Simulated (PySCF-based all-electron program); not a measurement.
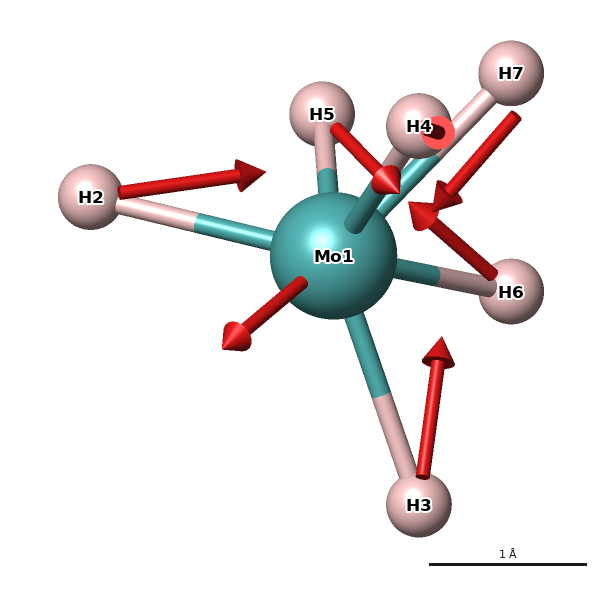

Arrows show the forces on the atoms, 9 Å of arrow for 1 eV/Å; forces under a tenth of the largest aren't drawn. Charge 0, singlet. Level of theory: PBEsol, all-electron, scalar-relativistic (Koelling-Harmon), large uncontracted Gaussian sets (PySCF-based all-electron program).

List the force components in the frame of the picture (x right, y up, z towards the viewer), in eV/Å.

| atom | Fx | Fy | Fz |
| --- | --- | --- | --- |
| Mo1 | −0.06 | −0.05 | 0.07 |
| H2 | 0.10 | 0.02 | −0.02 |
| H3 | 0.01 | 0.10 | −0.04 |
| H4 | 0.01 | 0.00 | −0.11 |
| H5 | 0.05 | −0.05 | 0.07 |
| H6 | −0.06 | 0.05 | 0.05 |
| H7 | −0.06 | −0.07 | −0.03 |
